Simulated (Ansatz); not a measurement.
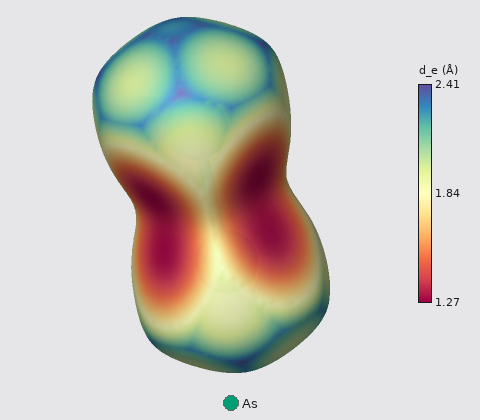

Hirshfeld surface computed for one As2 unit (covalently bonded non-metal atoms) in AlAs2 in space group I4/mmm, coloured by d_e.

The surface is where the fragment's share of the procrystal density (the sum of the densities of spherically averaged neutral Hartree-Fock atoms) equals one half. d_i and d_e are the distances from the surface to the nearest nucleus inside and outside.

The cell is taken from the end point of a relaxation with DFT PBE, scalar-relativistic, plane waves, PAW in Ansatz 0.2.0; the starting structure was generated, so it need not be a known form of this composition.

```
Al As
1.0
     3.45246    0.00000    0.00000
     0.00000    3.45246    0.00000
     0.00000    0.00000   10.78601
Al As
2 4
Direct
  0.00000 0.00000 0.00000
  0.50000 0.50000 0.50000
  0.00000 0.00000 0.38502
  0.50000 0.50000 0.11498
  0.50000 0.50000 0.88502
  0.00000 0.00000 0.61498
```

What is the shortest distance from the fragment to an atom outside it?

Answer. As–Al, 2.74 Å.

How is the surface shared among contacts (nearest atom inside ··· nearest atom outside)?

Answer. As···Al 51 %, As···As 49 %. The surface faces 20 neighbours with more than 2 % of its area each: 16 As + 4 Al.

Give the size and shape of the surface.

Answer. It encloses about 39.5 Å³, has an area of about 64 Å² and a globularity of 0.87 (1 for a sphere).
